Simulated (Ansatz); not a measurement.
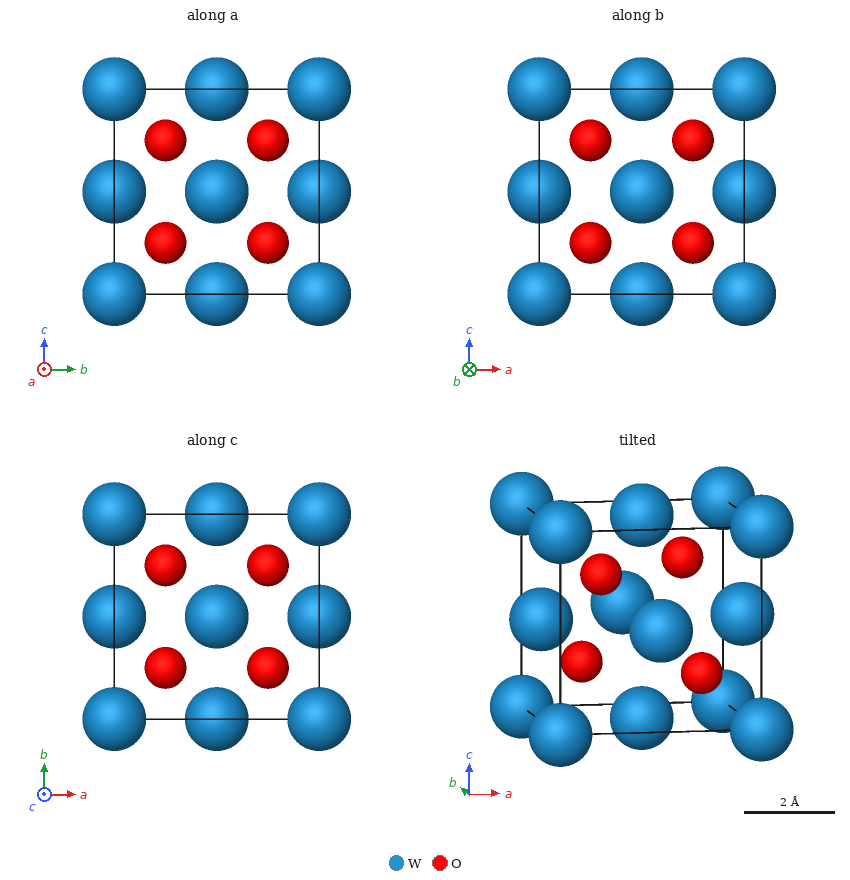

The figure gives a spheres-only picture of the atoms, viewed along the a axis, along the b axis, along the c axis and slightly off an axis. The conventional unit cell is outlined; an atom on or near a face, edge or corner is repeated at each equivalent position.

Lattice parameters: a = 4.563 Å, b = 4.563 Å, c = 4.563 Å, α = 90.00°, β = 90.00°, γ = 90.00°. Put a along x and b in the xy plane.

Question: Transcribe the picture into a POSCAR file.

Answer:
```
W O
1.0
     4.563    0.000    0.000
     0.000    4.563    0.000
     0.000    0.000    4.563
W O
4 4
Direct
  0.0000 0.0000 0.0000
  0.0000 0.5000 0.5000
  0.5000 0.0000 0.5000
  0.5000 0.5000 0.0000
  0.2500 0.2500 0.7500
  0.2500 0.7500 0.2500
  0.7500 0.2500 0.2500
  0.7500 0.7500 0.7500
```

The structure comes from a structure type filled with these elements by a generator (whether the compound takes this form wasn't checked). Earlier steps of the study, as a rule a relaxation of our own, may have changed the cell and positions, so they can lie some per cent off the listed ones. Ansatz was used for an electronic-structure calculation on it.

At this level of theory the run's own cell isn't at rest (compressed, at 47 GPa and forces up to 0.8 eV/Å), so its distances can differ from those at equilibrium, the more so the softer the solid.
